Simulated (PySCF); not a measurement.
# C3H4F2: one change and its effect

System: C3H4F2, SMILES C=C(F)CF.
Method of run A: GIAO PBE0/pcSseg-2 NMR shielding, non-relativistic, gas phase (PySCF 2.14.0).

The geometry comes from this level: PBE0-D3(BJ)/def2-SVP. Text and figures count atoms from 1; the logs count them from 0 in places.

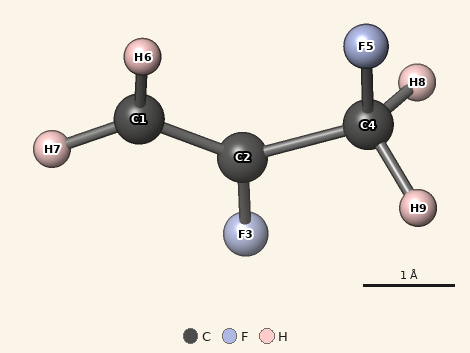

The input geometry (ball-and-stick view, seen at a tilt; atoms are numbered from 1 in the order of the input). Bond lengths as drawn: C–C 1.33 to 1.49 Å, C–F 1.34 to 1.36 Å and C–H 1.09 to 1.11 Å.

**Input, run A**
```
{"job": {"kind": "nmr", "xc": "PBE0", "basis": "pcSseg-2", "pop": false}, "charge": 0, "multiplicity": 1}
C      1.045430     0.374915     0.870989
C      0.372531     0.275429    -0.266660
F      0.810375     0.814860    -1.408446
C     -0.932563    -0.420846    -0.480917
F     -1.386469    -0.978058     0.675619
H      0.636038    -0.085740     1.769070
H      1.994838     0.909962     0.913953
H     -0.806626    -1.205711    -1.248892
H     -1.675461     0.303076    -0.862598
```

The first line tells a small driver script what to run in PySCF; the rest is the geometry in Å.

Command:
```bash
OMP_NUM_THREADS=1 python <driver script> task.json out
```

Hardware: 1 CPU thread, shared host.

**Output (run A)**
```
coarse grid: 7912 points
cycle   1  E = -316.1072876511  dE =  5.768e-01  |g| = 6.403e-01  |ddm| = 2.008e+00
cycle   2  E = -316.0237552223  dE =  8.353e-02  |g| = 9.469e-01  |ddm| = 8.118e-01
cycle   3  E = -316.1744476460  dE = -1.507e-01  |g| = 8.878e-02  |ddm| = 5.188e-01
cycle   4  E = -316.1759359887  dE = -1.488e-03  |g| = 4.152e-02  |ddm| = 8.570e-02
cycle   5  E = -316.1762598418  dE = -3.239e-04  |g| = 1.135e-02  |ddm| = 2.923e-02
cycle   6  E = -316.1762820043  dE = -2.216e-05  |g| = 3.607e-03  |ddm| = 8.274e-03
cycle   7  E = -316.1762849268  dE = -2.923e-06  |g| = 2.390e-04  |ddm| = 2.314e-03
final grid: 78320 points
cycle   8  E = -316.1747702133  dE = -7.397e-05  |g| = 5.646e-03  |ddm| = 2.931e-02
cycle   9  E = -316.1747676404  dE =  2.573e-06  |g| = 7.042e-03  |ddm| = 7.364e-03
cycle  10  E = -316.1747775450  dE = -9.905e-06  |g| = 1.062e-03  |ddm| = 3.784e-03
cycle  11  E = -316.1747777062  dE = -1.613e-07  |g| = 2.394e-04  |ddm| = 7.296e-04
cycle  12  E = -316.1747777146  dE = -8.407e-09  |g| = 5.002e-05  |ddm| = 1.369e-04
cycle  13  E = -316.1747777150  dE = -3.330e-10  |g| = 2.997e-05  |ddm| = 4.693e-05
converged SCF energy = -316.1747777150

GIAO shielding tensors (ppm)
atom      isotropic    diamagn.    paramagn.     s11        s22        s33       span
  0 C       89.441     255.913    -166.472    -15.453    110.982    172.795    188.248
  1 C        7.791     251.698    -243.906   -104.356     58.733     68.997    173.354
  2 F      292.386     467.692    -175.306    196.906    288.884    391.368    194.462
  3 C      102.059     236.657    -134.598     75.470     75.526    155.181     79.711
  4 F      431.342     467.705     -36.363    399.322    419.659    475.043     75.721
  5 H       26.302      31.090      -4.788     24.442     24.555     29.910      5.468
  6 H       26.337      30.068      -3.731     23.707     25.314     29.990      6.283
  7 H       26.504      27.971      -1.467     23.165     26.429     29.917      6.752
  8 H       26.501      27.983      -1.482     23.166     26.421     29.915      6.748
```

For run B the input was changed thus:
```diff
-"xc": "PBE0"
+"xc": "wB97X-D"
```

Predict how the results change.

The total energies belong to different methods, so their difference says nothing on which is more stable or more accurate. The HOMO goes from −7.66 to −9.53 eV. The LUMO goes from 0.11 to 1.94 eV. Of all shieldings, the largest change is that of F3, by +5.8 ppm. The functional changes from PBE0 to wB97X-D. The SCF takes 12 iterations against 13.

**Output (run B)**
```
coarse grid: 7912 points
cycle   1  E = -316.3248019652  dE =  6.651e-01  |g| = 7.069e-01  |ddm| = 1.999e+00
cycle   2  E = -316.3070070171  dE =  1.779e-02  |g| = 8.319e-01  |ddm| = 6.632e-01
cycle   3  E = -316.4108312624  dE = -1.038e-01  |g| = 4.627e-02  |ddm| = 3.575e-01
cycle   4  E = -316.4112052768  dE = -3.740e-04  |g| = 1.694e-02  |ddm| = 3.413e-02
cycle   5  E = -316.4112603024  dE = -5.503e-05  |g| = 7.306e-03  |ddm| = 1.488e-02
cycle   6  E = -316.4112695773  dE = -9.275e-06  |g| = 1.473e-03  |ddm| = 4.852e-03
final grid: 78320 points
cycle   7  E = -316.4122929639  dE = -1.770e-04  |g| = 1.016e-02  |ddm| = 4.429e-02
cycle   8  E = -316.4122899001  dE =  3.064e-06  |g| = 1.152e-02  |ddm| = 9.239e-03
cycle   9  E = -316.4123073966  dE = -1.750e-05  |g| = 3.868e-04  |ddm| = 4.196e-03
cycle  10  E = -316.4123074212  dE = -2.463e-08  |g| = 3.030e-04  |ddm| = 4.885e-04
cycle  11  E = -316.4123074391  dE = -1.795e-08  |g| = 3.677e-05  |ddm| = 1.837e-04
cycle  12  E = -316.4123074396  dE = -4.983e-10  |g| = 1.239e-05  |ddm| = 4.812e-05
converged SCF energy = -316.4123074396

GIAO shielding tensors (ppm)
atom      isotropic    diamagn.    paramagn.     s11        s22        s33       span
  0 C       88.115     255.872    -167.757    -18.849    110.752    172.442    191.291
  1 C        6.771     251.806    -245.035   -108.181     59.565     68.928    177.109
  2 F      298.160     466.999    -168.838    205.533    295.040    393.907    188.374
  3 C      102.574     236.309    -133.735     75.387     75.937    156.398     81.010
  4 F      433.729     467.414     -33.685    401.171    422.567    477.448     76.276
  5 H       26.380      31.044      -4.664     24.528     24.612     30.001      5.474
  6 H       26.415      30.037      -3.622     23.776     25.371     30.098      6.322
  7 H       26.670      27.983      -1.313     23.315     26.592     30.102      6.787
  8 H       26.668      27.996      -1.328     23.317     26.586     30.100      6.783
```

**The two runs side by side**

| quantity | run A | run B |
| --- | --- | --- |
| outcome | converged | converged |
| total energy (hartree) | −316.174778 | −316.412307 |
| HOMO (eV) | −7.66 | −9.53 |
| LUMO (eV) | 0.11 | 1.94 |
| dipole moment (D) | 0.39 | 0.39 |
| shielding of C1 (ppm) | 89.4 | 88.1 |
| shielding of C2 (ppm) | 7.8 | 6.8 |
| shielding of F3 (ppm) | 292.4 | 298.2 |
| shielding of C4 (ppm) | 102.1 | 102.6 |
| shielding of F5 (ppm) | 431.3 | 433.7 |
| shielding of H8 (ppm) | 26.5 | 26.7 |
| shielding of H9 (ppm) | 26.5 | 26.7 |
| SCF iterations | 13 | 12 |
| basis functions | 236 | 236 |
| wall time (shared host) | 34 s | 29 s |
